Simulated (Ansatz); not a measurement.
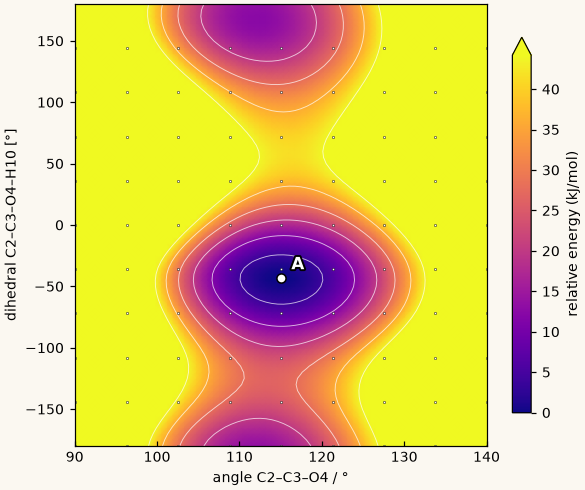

C₃H₆FInO, SMILES C=C[C](O)(F)[InH2]. First axis: angle C2–C3–O4. Second axis: dihedral C2–C3–O4–H10. Nothing is relaxed (all other coordinates rigid). The grid has 9 × 10 points. Points are written as (first, second). Energies are in kJ/mol, from the relaxed molecule at the same level. All numbers below come from Ansatz, RKS PBE-D4/def2-SVP.

Drawn: a smooth colour map with a few white contour lines, dots at the grid points, one colour for all values above the top of the scale, the well A. Between grid points the surface is interpolated.

Where is the minimum, and how stiff is the well along each coordinate? Take the well at A.

Answer. The interpolated minimum is at angle C2–C3–O4 ≈ 115.0°, dihedral C2–C3–O4–H10 ≈ −43°. The curvatures there are about 11 eV/rad² and 0.7 eV/rad², with a cross term of about 0 eV/rad². Round the minimum the two coordinates are nearly uncoupled. (1 eV is 96.5 kJ/mol.)
